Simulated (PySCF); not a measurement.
C7H14OSi2, SMILES C[Si](C)(C)[SiH2]c1ccco1 at its GFN2-xTB optimised geometry (Å):

```
24

C     -3.3312    -2.2675    -1.6512
Si    -2.0755    -0.8670    -1.3080
C     -3.0029     0.5526    -0.4230
C     -1.4566    -0.2041    -2.9934
Si    -0.2935    -1.6400    -0.0166
C      1.0205    -0.2999     0.0000
C      2.3885    -0.2999     0.0000
C      2.8013     1.0514     0.0000
C      1.6553     1.7856    -0.0012
O      0.5806     0.9848    -0.0033
H     -2.8682    -3.0919    -2.1852
H     -4.1667    -1.9182    -2.2513
H     -3.7383    -2.6664    -0.7268
H     -3.4428     0.2147     0.5110
H     -3.8051     0.9566    -1.0352
H     -2.3256     1.3684    -0.1885
H     -0.9541    -0.9809    -3.5630
H     -0.7483     0.6077    -2.8543
H     -2.2715     0.1747    -3.6047
H      0.3989    -2.8444    -0.4995
H     -0.6343    -1.9245     1.3886
H      3.0180    -1.1662     0.0002
H      3.8051     1.4252     0.0002
H      1.4828     2.8444    -0.0008
```

Method: PySCF with PBE0/def2-SVP. Cells within 0.4 Å of a nucleus heavier than hydrogen are left out (blank, or x).

Map of the deformation density (molecule minus spherical neutral atoms) (e/bohr³) on the plane z = 0.0 Å:

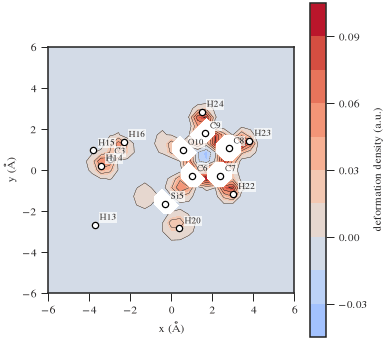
Figure: Deformation density (molecule minus spherical neutral atoms) (e/bohr³) on the plane z = 0.0 Å.
